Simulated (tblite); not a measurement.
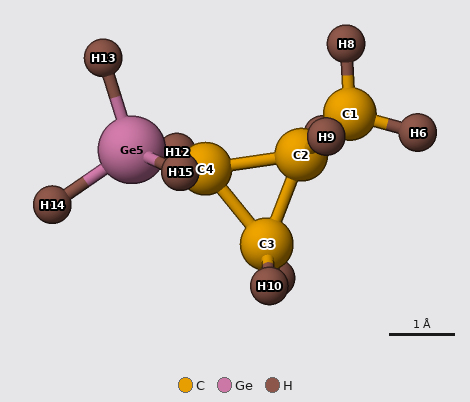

**Figure 1.** The structure as given in the input (ball-and-stick view, seen at a tilt; atoms are numbered from 1 in the order of the input). Sticks mark near contacts. Bond lengths as drawn: C–C 1.49 to 1.51 Å, C–Ge 1.95 Å, C–H 1.08 to 1.09 Å and Ge–H 1.50 Å.

Frequency calculation, with input and output: C4H10Ge

C4H10Ge, computed with GFN2-xTB harmonic vibrations, gas phase (tblite 0.8.0).

It belongs to a series of runs on one base structure; here: constitutional isomer.

**The program's output**
```
mode    cm-1     km/mol
  1      68.9      0.01
  2     140.6      0.01
  3     172.3      0.10
  4     193.4      0.34
  5     293.2      2.40
  6     388.2      1.97
  7     484.6     59.07
  8     515.9     82.86
  9     622.2     46.71
 10     781.6    439.69
 11     840.1     54.55
 12     853.8     76.00
 13     859.9    118.44
 14     887.0      9.57
 15     919.3      5.39
 16     950.3      4.98
 17    1030.6     16.75
 18    1056.1      6.96
 19    1079.2      1.58
 20    1090.3      8.35
 21    1119.0      5.14
 22    1174.7      1.81
 23    1227.6      2.21
 24    1256.1      3.63
 25    1398.1      5.75
 26    1418.1      3.70
 27    1474.1      5.03
 28    1494.4      1.74
 29    1500.5      2.45
 30    1981.7    170.57
 31    2065.3    493.90
 32    2073.2    476.83
 33    3007.4      9.33
 34    3010.0     21.97
 35    3013.2     54.31
 36    3020.4     45.64
 37    3034.4     40.05
 38    3059.0     33.94
 39    3080.4     49.18
```

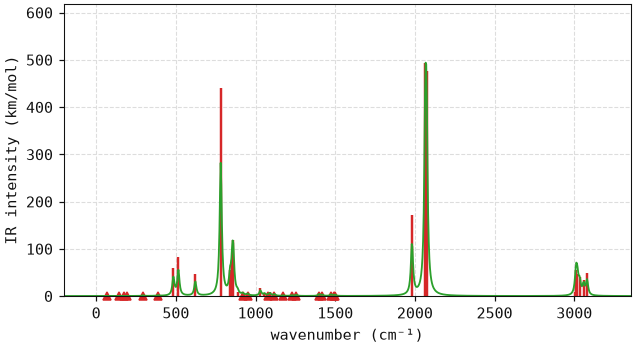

**Figure 2.** Harmonic infrared spectrum, unscaled: sticks (degenerate modes added up, dark ones marked on the axis) with a Lorentzian envelope of 16 cm⁻¹ full width, scaled to the tallest stick. 39 modes from 69 to 3080 cm⁻¹, none imaginary. The strongest line is at 2065 cm⁻¹ (494 km/mol).

This output came from the following input.

**Input file**
```
{"job": {"kind": "ir", "xc": "GFN2-xTB", "basis": "xTB"}, "charge": 0, "multiplicity": 1}
C     -2.040026    -0.554351     0.161703
C     -0.753340     0.223562     0.267540
C     -0.194914     0.920945    -0.927365
C      0.498085    -0.298979    -0.381090
Ge     2.215646    -0.113521     0.519120
H     -2.896458     0.106991     0.287566
H     -2.117297    -1.036201    -0.810558
H     -2.085250    -1.322974     0.931924
H     -0.632670     0.731080     1.219731
H      0.274738     1.884926    -0.785449
H     -0.723190     0.830088    -1.865517
H      0.375892    -1.204362    -0.965218
H      2.489016    -1.257750     1.443155
H      3.354932    -0.043528    -0.448229
H      2.230422     1.142065     1.330775
```

The first line tells a small driver script what to run in tblite; the rest is the geometry in Å.

Run as:
```bash
OMP_NUM_THREADS=1 python <driver script> task.json out
```

**Summary**

| quantity | value |
| --- | --- |
| outcome | converged |
| total energy | −423.1733 eV |
| zero-point energy | 75.2460 kcal/mol |
| hardware | 1 CPU thread, shared host |
| peak memory | 0.18 GiB |
